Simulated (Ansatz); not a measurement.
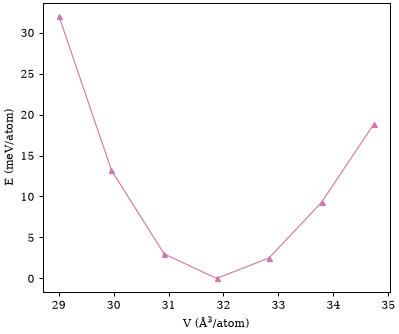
*Sb (A7 (α-As type), space group No. 166) under volume change, PBE (plane waves, PAW; program Ansatz), shape and atoms relaxed at each volume.*

Problem. What does a third-order Birch–Murnaghan fit give for V₀, B₀ and B′?

Solution. V₀ = 31.89 Å³/atom, B₀ = 30.0 GPa, B′ = 7.5.

Space group R-3m (A7 (α-As type)). The cell was relaxed with PBE under the symmetry of its start. Spin–orbit coupling is left out wherever it is not named.

Potentials: the later of the program's two PAW sets.
